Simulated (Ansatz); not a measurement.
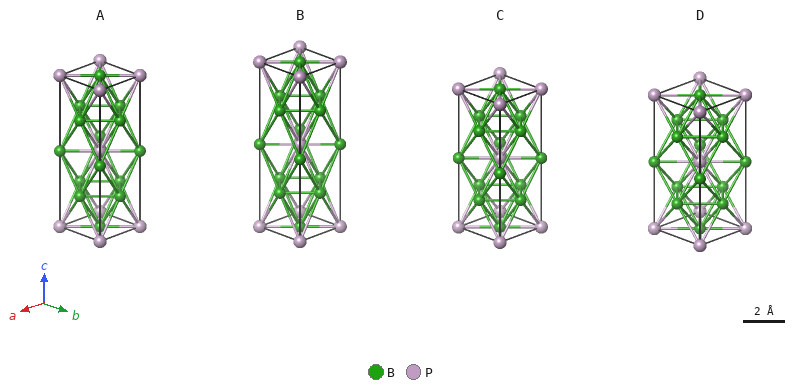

4 geometries from one relaxation of solid B$_{3}$P (built on the TiAl3 (D0_22)_139 type) (coarse preliminary run), in shuffled order. The picture is a ball-and-stick view of the conventional cell (2 times the calculation's cell), seen from a free direction. Lengths and directions refer to the drawn axes.

Case: TiAl3 (D0_22) type (I4/mmm, No. 139).

The calculation used DFT PBE, scalar-relativistic, plane waves, PAW in Ansatz 0.2.0. Settings: plane-wave cutoff 420 eV; k-point mesh 8 × 8 × 8; occupations gaussian; smearing width 0.1 eV; no spin polarisation; cell and atoms relaxed; force threshold 0.04 eV/Å; at most 70 steps.

Put them in the order of the run, from the start to the converged end.

D, C, A, B. They are steps 0, 2, 4, 12, at +337 meV per atom, +114 meV per atom, +40.6 meV per atom relative to the last. No atom moves by more than 0.005 Å relative to the cell. Cell: a = b 3.206 → 2.830 Å (−11.7 %), c 7.162 → 8.827 Å (+23.2 %). Volume −4.0 %. Some distances before and after: P–P 3.206 → 2.830 Å, B–P 2.267 → 2.001 Å, B–B 2.267 → 2.001 Å, B–P 2.403 → 2.621 Å. The space group stays I4/mmm (No. 139). Over 9 accepted moves (12 points after the start) the energy falls by 337 meV per atom. All forces vanish by symmetry, so only the cell relaxes. The pressure goes from −18.74 to 0.00 GPa. The line search rejected the trial step at point 10 of the run. At 2 points the geometry stayed and the basis and grid were re-selected for the new cell (energy shift of 5.6 meV per atom at most each time).
